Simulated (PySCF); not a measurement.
Bond curves of GeB⁺, triplet (excess alpha electrons: σ +1, πx +1), def2-TZVPPD (non-relativistic), PySCF 2.14.0: energy from the separated fragments (atoms in their ground configurations, no counterpoise). One reference determinant with the occupation held, the lowest that a PBE0 search over spins and occupations found; no spin-orbit coupling. Splines pass through the computed points, which are marked. References: UKS for r2SCAN, M06-2X and wB97M-V; UHF for HF and CCSD(T). Spin contamination grows along the curve for HF. The fragments are Ge⁺ + B.

Methods: r2SCAN, CCSD(T), wB97M-V, M06-2X and HF.

**Where is the minimum of each curve?**

r2SCAN: near 2.17 Å, −2.77 eV; CCSD(T): near 2.20 Å, −2.27 eV; wB97M-V: near 2.19 Å, −2.27 eV; M06-2X: near 2.20 Å, −2.30 eV; HF: near 2.17 Å, −1.62 eV (from the spline).

**What values does the calculation give?**

In eV:
```csv
bond length (Å),r2SCAN,CCSD(T),wB97M-V,M06-2X,HF
1.97,−2.53,−1.99,−2.03,−2.03,−1.44
2.05,−2.70,−2.18,−2.19,−2.21,−1.58
2.12,−2.76,−2.24,−2.25,−2.27,−1.61
2.19,−2.77,−2.27,−2.27,−2.29,−1.62
2.25,−2.75,−2.26,−2.25,−2.29,−1.61
2.34,−2.69,−2.21,−2.21,−2.25,−1.59
2.45,−2.57,−2.12,−2.12,−2.17,−1.56
2.58,−2.41,−1.98,−1.99,−2.05,−1.50
```

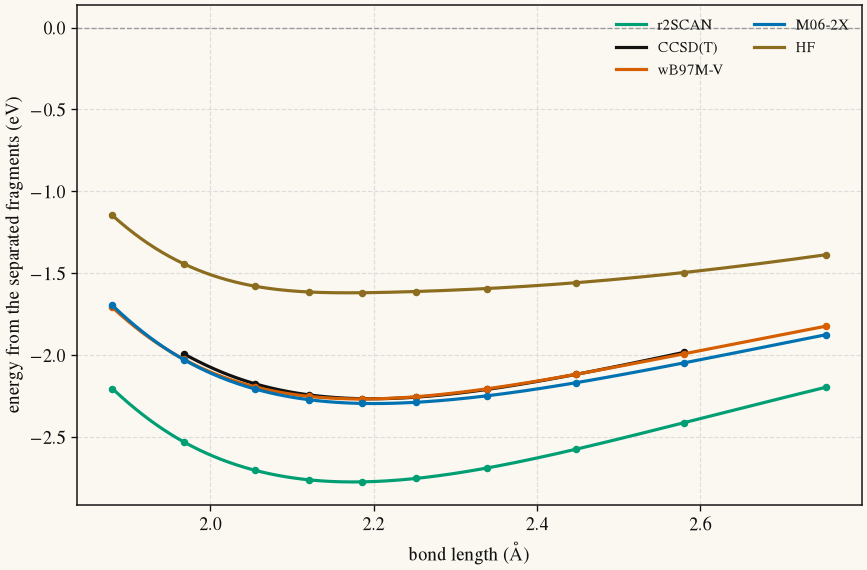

Caveats, for all or some of the runs: lowest determinant of a PBE0 search, another state may lie lower; no scalar relativity; spin-orbit coupling is left out; it can lower the fragment Ge⁺ more than the molecule, and De with it.
